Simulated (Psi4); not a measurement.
**Si3NH9 (SMILES [SiH3]N([SiH3])[SiH3]) at PBE0/cc-pVDZ**

What is the vertical ionisation energy of Si3NH9 at PBE0/cc-pVDZ? 

The results are computed with Psi4 1.11.

4 further runs of the same task are left out: 4 set aside as unsound or not needed. Runs told in other sessions of the task aren't counted.

## Step 1: The molecule

Si3NH9: 13 atoms, total charge 0, spin state singlet. As SMILES, `[SiH3]N([SiH3])[SiH3]`. The shape is that of a PBE0-D4/def2-TZVP optimisation.

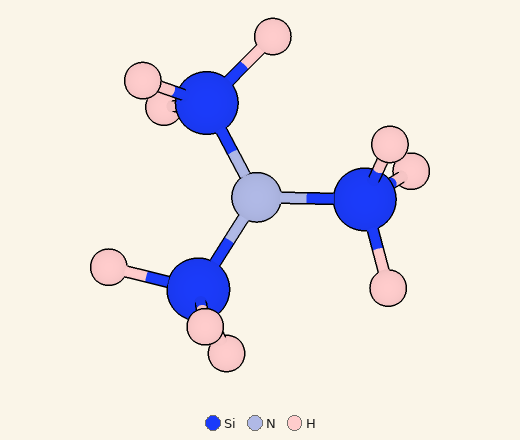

The structure, seen from a chosen angle (silicon blue, nitrogen light blue, hydrogen pink).

## Step 2: The energy at PBE0/cc-pVDZ

The input, calc.dat:

```
memory 1.6 GB

molecule {
  0 1
  Si    -0.98161824     2.72258512    -1.54173306
  N     -0.00130391    -0.00017008     0.00066140
  Si     1.48317045     0.21176271     2.91694345
  Si    -0.50189236    -2.93457460    -1.37471906
  H     -2.16961346     1.92614115    -3.96220766
  H     -2.85868320     4.14930945    -0.01358713
  H      1.18268510     4.42859207    -2.08888436
  H      0.03811578    -1.14834877     4.90593689
  H      4.07825574    -0.86139386     2.82865545
  H      1.63038011     2.94013039     3.57951923
  H     -3.23857484    -3.42707502    -1.77689058
  H      0.53972468    -4.86625264     0.38257505
  H      0.79933525    -3.14070592    -3.85630741
  units bohr
  symmetry c1
}

set {
  basis cc-pVDZ
  puream true
  scf_type pk
  dft_radial_points 75
  dft_spherical_points 302
}

energy("pbe0")
print_variables()
```

On the command line:

```sh
$ psi4 -n 1 calc.dat calc.out
```

calc.out:

```text
[...]
  Running in c1 symmetry.
[...]
  Nuclear repulsion =  292.486262596805659
[...]
  Multiplicity = 1
[...]
  Nalpha       = 29
  Nbeta        = 29
[...]
    Number of basis functions: 113
[...]
   @RKS iter   1:  -927.98806626809039   -2.02328e-01   6.24171e-03 DIIS/ADIIS
[...]
   @RKS iter   7:  -928.22255336264425   -8.22160e-08   2.42839e-07 DIIS
[...]
    Orbital Energies [Eh]
    ---------------------
    Doubly Occupied:
       1A    -66.283529     2A    -66.283514     3A    -66.283510
       4A    -14.379439     5A     -5.352881     6A     -5.352869
       7A     -5.352857     8A     -3.687729     9A     -3.687711
      10A     -3.687705    11A     -3.686253    12A     -3.686240
      13A     -3.686231    14A     -3.685734    15A     -3.685721
      16A     -3.685718    17A     -0.872114    18A     -0.579412
      19A     -0.579407    20A     -0.514208    21A     -0.419291
      22A     -0.419284    23A     -0.407560    24A     -0.357019
      25A     -0.356989    26A     -0.352179    27A     -0.352167
      28A     -0.343755    29A     -0.274597
[...]
  @RKS Final Energy:  -928.22255336264425
   => Energetics <=
    Nuclear Repulsion Energy =            292.4862625968056591
    One-Electron Energy =               -1865.8885576006255178
    Two-Electron Energy =                 700.1071788703411585
    DFT Exchange-Correlation Energy =     -54.9274372291657116
    Empirical Dispersion Energy =           0.0000000000000000
    VV10 Nonlocal Energy =                  0.0000000000000000
    Total Energy =                       -928.2225533626442484
[...]
 Multipole Moments:
 ------------------------------------------------------------------------------------
     Multipole            Electronic (a.u.)      Nuclear  (a.u.)        Total (a.u.)
 ------------------------------------------------------------------------------------
 L = 1.  Multiply by 2.5417464519 to convert [e a0] to [Debye]
 Dipole X            :         -0.0016356            0.0019030            0.0002674
 Dipole Y            :         -0.0006624            0.0005445           -0.0001179
 Dipole Z            :          0.0018104           -0.0015026            0.0003078
 Magnitude           :                                                    0.0004244
[...]
```

It took 41 s on 1 thread of Intel Xeon at 2.60GHz (Ice Lake), shared host; peak memory 0.72 GiB.

## Step 3: The doublet cation, same level

The input, input.inp:

```
memory 1.6 GB

molecule system {
  1 2
  Si    -0.98161824     2.72258512    -1.54173306
  N     -0.00130391    -0.00017008     0.00066140
  Si     1.48317045     0.21176271     2.91694345
  Si    -0.50189236    -2.93457460    -1.37471906
  H     -2.16961346     1.92614115    -3.96220766
  H     -2.85868320     4.14930945    -0.01358713
  H      1.18268510     4.42859207    -2.08888436
  H      0.03811578    -1.14834877     4.90593689
  H      4.07825574    -0.86139386     2.82865545
  H      1.63038011     2.94013039     3.57951923
  H     -3.23857484    -3.42707502    -1.77689058
  H      0.53972468    -4.86625264     0.38257505
  H      0.79933525    -3.14070592    -3.85630741
  units bohr
  symmetry c1
}

set globals {
  basis                cc-pVDZ
  reference            uks
  puream               true
  scf_type             pk
  dft_radial_points    75
  dft_spherical_points 302
  maxiter              100
}

e = energy("pbe0")
print_variables()
```

On the command line:

```sh
$ psi4 input.inp input.out -n 1
```

input.out:

```text
[...]
  Running in c1 symmetry.
[...]
  Nuclear repulsion =  292.486262596805659
[...]
  Multiplicity = 2
[...]
  Nalpha       = 29
  Nbeta        = 28
[...]
    Number of basis functions: 113
[...]
   @UKS iter   1:  -927.74120357270351    4.45347e-02   4.81448e-03 ADIIS/DIIS
[...]
   @UKS iter   9:  -927.88179088509935   -3.28229e-08   3.82152e-07 DIIS
[...]
   @S^2 Observed:                7.580420917E-01
[...]
    Orbital Energies [Eh]
    ---------------------
    Alpha Occupied:
       1A    -66.476668     2A    -66.476663     3A    -66.476662
       4A    -14.664562     5A     -5.549089     6A     -5.549086
       7A     -5.549073     8A     -3.884854     9A     -3.884842
      10A     -3.884838    11A     -3.881469    12A     -3.881464
      13A     -3.881461    14A     -3.881142    15A     -3.881139
      16A     -3.881129    17A     -1.143211    18A     -0.796252
      19A     -0.796239    20A     -0.710236    21A     -0.655994
      22A     -0.635195    23A     -0.635183    24A     -0.553356
      25A     -0.553342    26A     -0.545456    27A     -0.545440
      28A     -0.526832    29A     -0.517421
    Alpha Virtual:
[...]
  @UKS Final Energy:  -927.88179088509935
   => Energetics <=
    Nuclear Repulsion Energy =            292.4862625968056591
    One-Electron Energy =               -1854.0843242949229079
    Two-Electron Energy =                 688.4024333711585086
    DFT Exchange-Correlation Energy =     -54.6861625581405377
    Empirical Dispersion Energy =           0.0000000000000000
    VV10 Nonlocal Energy =                  0.0000000000000000
    Total Energy =                       -927.8817908850993490
  UHF NO Occupations:
  HONO-2 :   27  A 1.9995224
  HONO-1 :   28  A 1.9979465
[...]
 Multipole Moments:
 ------------------------------------------------------------------------------------
     Multipole            Electronic (a.u.)      Nuclear  (a.u.)        Total (a.u.)
 ------------------------------------------------------------------------------------
 L = 1.  Multiply by 2.5417464519 to convert [e a0] to [Debye]
 Dipole X            :         -0.0017155            0.0019030            0.0001875
 Dipole Y            :         -0.0007647            0.0005445           -0.0002202
 Dipole Z            :          0.0013987           -0.0015026           -0.0001039
 Magnitude           :                                                    0.0003073
[...]
```

It took 53 s on 1 thread of Intel Xeon at 2.60GHz (Ice Lake), shared host; peak memory 0.72 GiB.

## Step 4: Summary of results

Level: PBE0/cc-pVDZ.

```
                                          quantity          value
                      singlet Si3NH9: total energy  -928.22255 Eh
                     singlet Si3NH9: dipole moment         0.00 D
                       singlet Si3NH9: HOMO energy       -7.47 eV
                       singlet Si3NH9: LUMO energy       -0.03 eV
                     singlet Si3NH9: HOMO–LUMO gap        7.44 eV
                      doublet cation: total energy  -927.88179 Eh
doublet cation: HOMO energy (highest over α and β)      -14.08 eV
 doublet cation: LUMO energy (lowest over α and β)      -11.06 eV
                              doublet cation: ⟨S²⟩          0.758
vertical ionisation energy (to the doublet cation)       9.273 eV
```

In words: Removing an electron at fixed nuclei costs 9.27 eV (214 kcal/mol). The negative HOMO energy of the first species, 7.47 eV, lies 1.80 eV below that difference.
